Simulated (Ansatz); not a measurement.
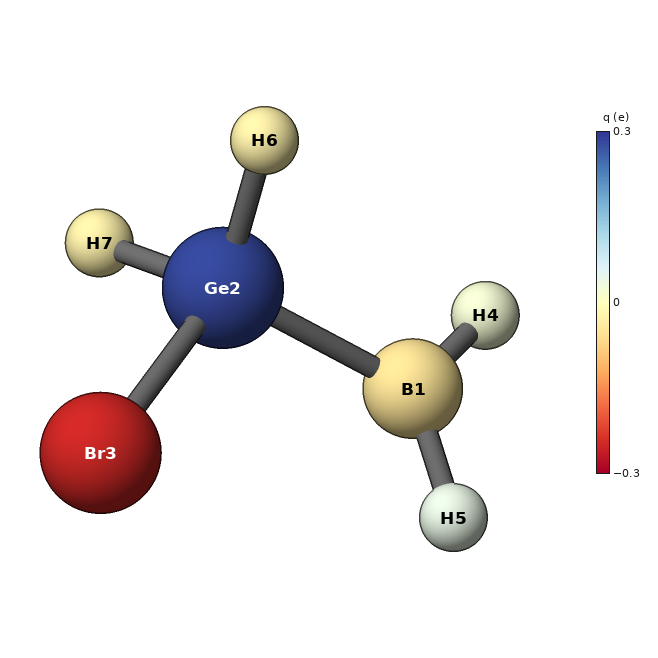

Atoms are coloured by their Mulliken charges. Computed geometry: PBE-D4/def2-SVP optimisation. No frequency run is at hand to confirm it as a minimum. Method: RKS PBE-D4/def2-SVP (Ansatz 0.2.0).

### Which atom carries the highest charge (most positive or least negative)?

Ge2 (0.28 e).

### And the lowest?

Br3 (−0.25 e).

Give the Mulliken charges atom by atom.

| atom | value (e) |
| --- | --- |
| B1 | −0.05 |
| Ge2 | 0.28 |
| Br3 | −0.25 |
| H4 | 0.02 |
| H5 | 0.04 |
| H6 | −0.02 |
| H7 | −0.02 |

Mulliken values depend strongly on the basis set and can even reverse the polarity of a bond.
